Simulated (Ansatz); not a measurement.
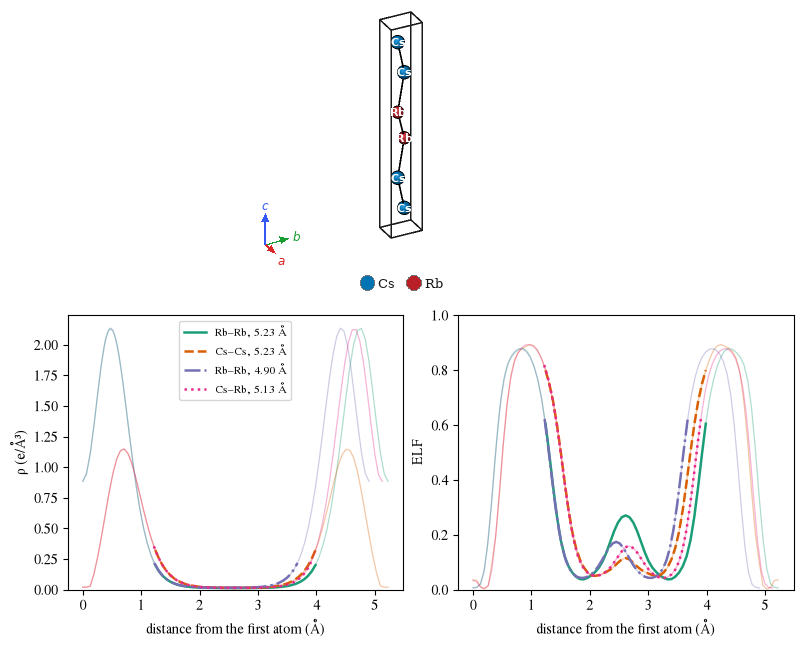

Figure. Cs2Rb. Valence charge density (pseudo) and electron localisation function along straight lines between neighbouring atoms. Thin, pale parts lie inside the atomic spheres. The structure is drawn too.

Space group P-3m1; a structure generated by program, which may or may not match a known phase; changed on purpose from its base cell (volume × 0.94, shape and atoms relaxed).

The calculation used DFT PBE, scalar-relativistic, plane waves, PAW in Ansatz 0.2.0.

In a PAW calculation such maps are meaningful between the atoms, not at the nuclei.

### What can be read from the curves?

Rb–Rb (5.23 Å): ρ is about 0.01 e/Å³ halfway; the ELF is about 0.25 at the midpoint: no shared electron pair shows on this line.
Cs–Cs (5.23 Å): ρ is about 0.01 e/Å³ halfway; the ELF is about 0.10 at the midpoint; no localised pair shows between them.
Rb–Rb (4.90 Å): ρ is about 0.01 e/Å³ halfway; the ELF is about 0.15 at the midpoint: no shared electron pair shows on this line.
Cs–Rb (5.13 Å): the density is about 0.01 e/Å³ at the midpoint; the ELF is about 0.15 at the midpoint: no shared electron pair shows on this line.
